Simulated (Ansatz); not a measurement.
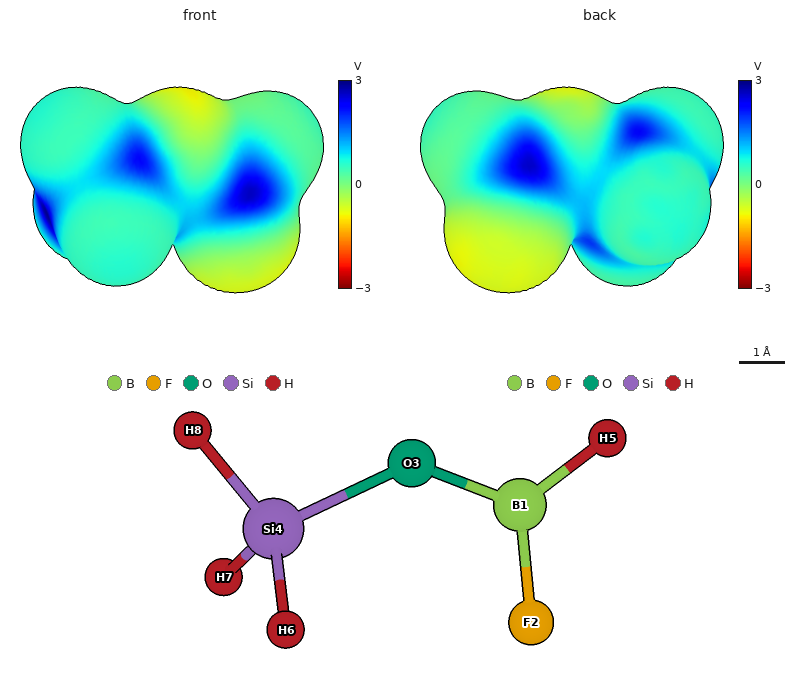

Figure. BFH4OSi (SMILES FBO[SiH3]). The molecular electrostatic potential painted on the density surface at 0.004 e/bohr³, seen from the front and from behind; red is negative and blue positive. The bare structure is drawn below in the same view.

Geometry: B3LYP-D3(BJ)/def2-SVP.

The calculation used isolated molecule in a Gaussian basis; Kohn-Sham density functional theory, functional PBE0 in Ansatz 0.2.0.

Input

```
crystal:
  periodic: [false, false, false]
  atoms:
    - {symbol: B, position_ang: [1.659486, -0.833387, -2.620170]}
    - {symbol: F, position_ang: [2.774677, -0.173994, -2.298935]}
    - {symbol: O, position_ang: [0.717901, -1.048670, -1.686121]}
    - {symbol: Si, position_ang: [0.580492, -0.654185, -0.049488]}
    - {symbol: H, position_ang: [1.519359, -1.224716, -3.749138]}
    - {symbol: H, position_ang: [0.616498, 0.823719, 0.116969]}
    - {symbol: H, position_ang: [1.688723, -1.286459, 0.715510]}
    - {symbol: H, position_ang: [-0.727418, -1.190812, 0.401480]}
basis:
  gaussian:
    orbitals: def2-TZVPD
hamiltonian:
  xc: pbe0
output: {forces: true, orbitals: {seedname: orbitals}}
```

Command:

```sh
ansatz run input.yaml --threads 2 --pin off --max-ram 4350MiB --events-out events.jsonl --progress --plain --runs-dir runs
```

### Describe the electrostatic potential map.

The most negative region (about −0.9 V) lies over F2 and O3, the most positive (about +2.6 V) over B1 and Si4.
